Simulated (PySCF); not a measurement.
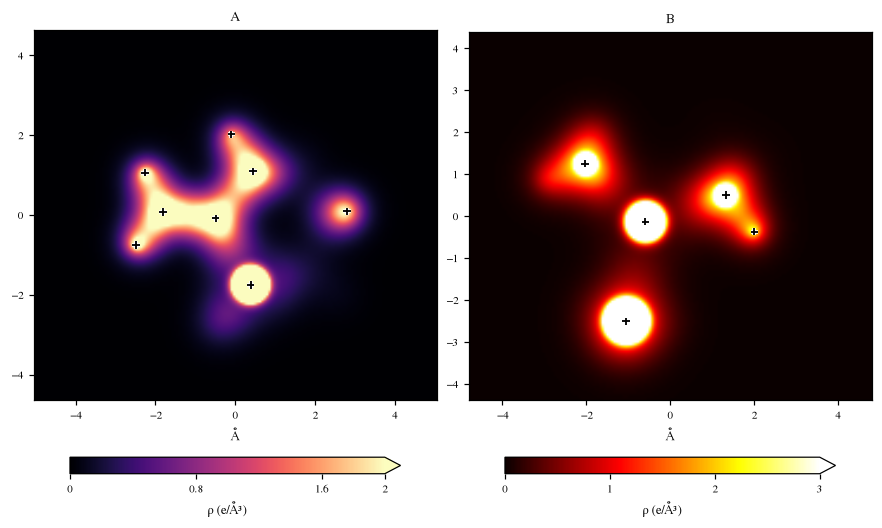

The total electron density of 2 systems, each on a plane through atoms (crosses mark nuclei in the plane).

All numbers below come from CAM-B3LYP/def2-SVPD, SCF density, gas phase (PySCF 2.14.0).

System 1: C5H10OSi, the plane of atoms C2, C1 and H9. Geometry: GFN2-xTB.

```xyz
17

C     2.3961   -0.1026    0.7749
C     1.2055   -0.0859    0.1940
C     0.5130   -1.3642   -0.2052
O    -0.8127   -1.4661    0.2663
C    -1.7269   -0.5859   -0.3432
C    -1.5869    0.8647    0.1227
Si    0.1955    1.4649   -0.1696
H     2.8957    0.8082    1.0594
H     2.9237   -1.0217    0.9838
H     1.0317   -2.2336    0.2094
H     0.5203   -1.4450   -1.3070
H    -1.6216   -0.6372   -1.4389
H    -2.7127   -0.9787   -0.0738
H    -1.8305    0.9074    1.1849
H    -2.3212    1.4748   -0.4024
H     0.3653    1.8418   -1.5821
H     0.5587    2.5711    0.7167
```

System 2: C4H12AlAs (SMILES CC[CH2][Al]([CH3])[AsH2]), the plane of atoms C5, Al4 and As6. Geometry: GFN2-xTB.

```xyz
18

C     1.8541    0.3643    0.5051
C     1.4654   -1.0651    0.1614
C     0.4052   -1.0924   -0.9504
Al   -1.1481    0.1102   -0.5004
C    -2.1617   -0.2618    1.1783
As   -1.6670    1.9635   -1.9713
H     2.5828    0.3991    1.3126
H     0.9599    0.9170    0.8192
H     2.2734    0.8674   -0.3648
H     1.0648   -1.5488    1.0561
H     2.3592   -1.6223   -0.1388
H     0.8806   -0.7624   -1.8916
H     0.1211   -2.1401   -1.1277
H    -2.9279   -1.0339    1.0368
H    -1.5247   -0.6193    1.9960
H    -2.6915    0.6231    1.5554
H    -0.1627    2.1505   -2.0087
H    -1.6916    2.7573   -0.6788
```

Q: Which map belongs to which system?

A: Panel A is system 1, C5H10OSi: the plane holds C, Si and H. C–C (1.32 Å): ρ at the midpoint is about 2.3 e/Å³. Panel B is system 2, C4H12AlAs: the plane holds C, Al, As and H. C–Al (2.00 Å): ρ is about 0.69 e/Å³ halfway.
